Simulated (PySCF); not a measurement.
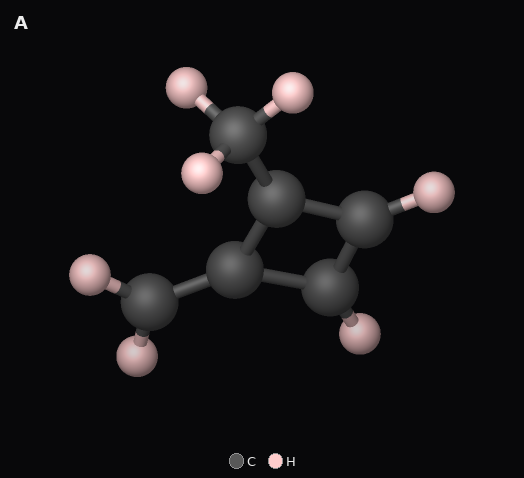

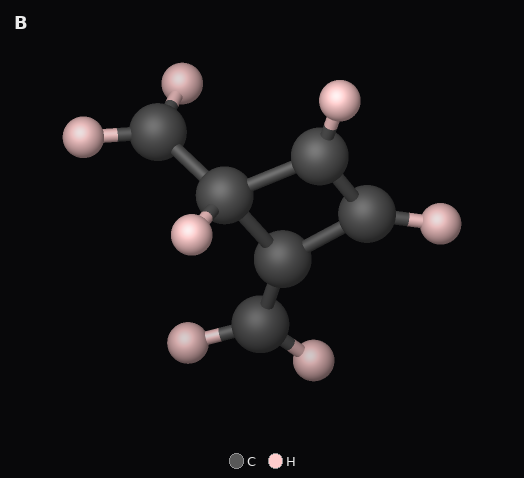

2 stationary structures of one formula. State: neutral, doublet. Geometries: PBE0-D3(BJ)/def2-SVP. Electronic energies: PBE0-D3(BJ)/def2-SVP (PySCF 2.14.0), without zero-point energy. No frequency run is at hand to confirm each as a minimum.

How are they related?

Answer. They are constitutional isomers of C6H7: A `C=C1C=C[C]1C`, B `[CH2][C@@H]1C=CC1=C`.

Which structure is the most stable?

Answer. A is lowest; B lies 0.705 eV above it.
